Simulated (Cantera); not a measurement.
Input: 1 mol (CH₃)₂SiCl₂, 0.015 mol C₃H₈, 6.2 mol H₂, equilibrated at 130 Pa.

Cantera equilibrium calculation (NASA polynomials, part measured and part estimated; ideal gas, pure solids and liquids). Candidate condensed phases: C, C₆H₆, C₇H₈, C₈H₁₈, Si, SiC; 109 gas species. The feed counts by its element totals alone. The tables' values for SiCl, SiCl₃ are old estimates; treat these amounts as uncertain. Gases not in the tables: Si₂H₆ and higher silanes. Rates play no part.

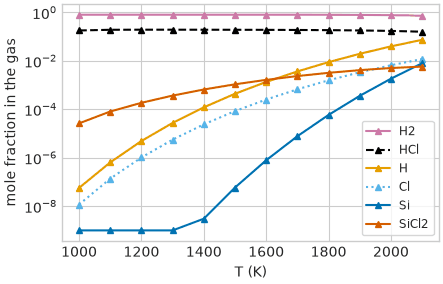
*Equilibrium gas composition (values under 1e-9 drawn at 1e-9)*

Read off the mole fractions at 1000 K.

H₂ about 0.82, HCl about 0.18, SiCl₂ about 2.6e-5, H about 5.7e-8, Cl about 1.2e-8.
